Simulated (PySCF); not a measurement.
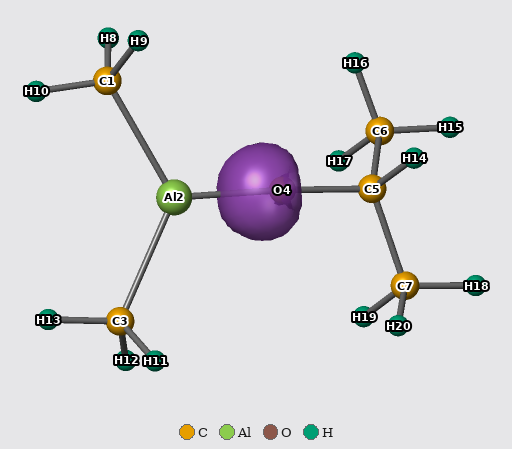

Figure. C₅H₁₃AlO, SMILES `C[Al](C)OC(C)C`. Intrinsic bond orbitals (IBO), occupied; each surface holds about 70 % of the orbital's density. Energies are diagonal elements of the Fock matrix.

Level of theory: CAM-B3LYP/6-31G* (PySCF), at a geometry from GFN2-xTB. No frequency check shows the geometry to be a minimum.

Input script:

```python
import numpy as np
from pyscf import gto, scf, dft, lo
from pyscf.data.elements import chemcore

def solve(mol, dm0=None, hcore=None):
    mf = (dft.UKS if mol.spin else dft.RKS)(mol, xc='camb3lyp')
    mf.grids.level = 3
    mf = mf.density_fit(auxbasis='def2-universal-jkfit')
    mf.conv_tol, mf.max_cycle = 1e-8, 80
    if hcore is not None:
        mf.get_hcore = lambda *args: hcore
    mf.kernel(dm0)
    if not mf.converged:
        mf = mf.newton().run(mf.mo_coeff, mf.mo_occ, max_cycle=30)
    assert mf.converged, 'SCF not converged'
    return mf

mol = gto.M(atom='''
C     -2.37543     1.65551     0.12722
Al    -1.28702    -0.02046     0.03481
C     -2.02651    -1.84635    -0.31830
O      0.33835     0.12236     0.28720
C      1.72689     0.18056     0.40020
C      2.29005     1.18260    -0.60624
C      2.32748    -1.20758     0.18423
H     -2.03915     2.39387    -0.60620
H     -2.28781     2.13688     1.10545
H     -3.43704     1.47999    -0.05293
H     -1.82878    -2.52805     0.51384
H     -1.56643    -2.30193    -1.19992
H     -3.10505    -1.84232    -0.48207
H      1.97162     0.52116     1.41809
H      3.36798     1.26698    -0.49592
H      1.83701     2.15809    -0.44688
H      2.05746     0.85367    -1.61693
H      3.40713    -1.17848     0.30671
H      2.08790    -1.55508    -0.81834
H      1.90468    -1.90615     0.90230
''', basis='6-31g*', charge=0, spin=0, verbose=4)
mf = solve(mol)
occ_all = mf.mo_coeff[:, mf.mo_occ > 0]
occ = occ_all[:, chemcore(mol):]
loc = lo.ibo.ibo(mol, occ, iaos=lo.iao.iao(mol, occ_all))
fock, s = mf.get_fock(), mf.get_ovlp()
ortho = lo.orth_ao(mol, 'meta_lowdin')
ortho = lo.vec_lowdin(lo.iao.iao(mol, occ_all), s)
labels = lo.iao.reference_mol(mol).ao_labels(fmt=None)
vir = lo.vvo.livvo(mol, occ_all, mf.mo_coeff[:, mf.mo_occ == 0])
both = np.hstack([loc, vir])
p = (ortho.T @ s @ both) ** 2
pop = np.array([p[[l[0] == a for l in labels]].sum(0) for a in range(mol.natm)])
spd = np.array([[p[[l[0] == a and l[2][-1] == k for l in labels]].sum(0) for k in 'spd'] for a in range(mol.natm)])
eps = np.einsum('pi,pq,qi->i', both, fock, both)
for i in np.argsort(eps):
    top = np.argsort(-pop[:, i])[:3]
    print('%3d %s %9.4f Eh ' % (i + 1, 'occ' if i < loc.shape[1] else 'vir', eps[i]), '  '.join('%s%d %.3f' % (mol.atom_symbol(a), a + 1, pop[a, i]) for a in top))
np.savez('result.npz', c=both, nocc=loc.shape[1], pop=pop, spd=spd, eps=eps, e=mf.e_tot)
```

Launched as:

```sh
OMP_NUM_THREADS=1 python input.py
```

The run took 27 s on 1 thread of Intel(R) Xeon(R) Platinum 8259CL CPU @ 2.50GHz (Skylake/Cascade Lake), on a shared host, peak memory 0.63 GiB.

### What does this orbital represent?

Pair mostly on O4, shared in part with Al2 (O4 83 %, Al2 16 %; −22.5 eV).
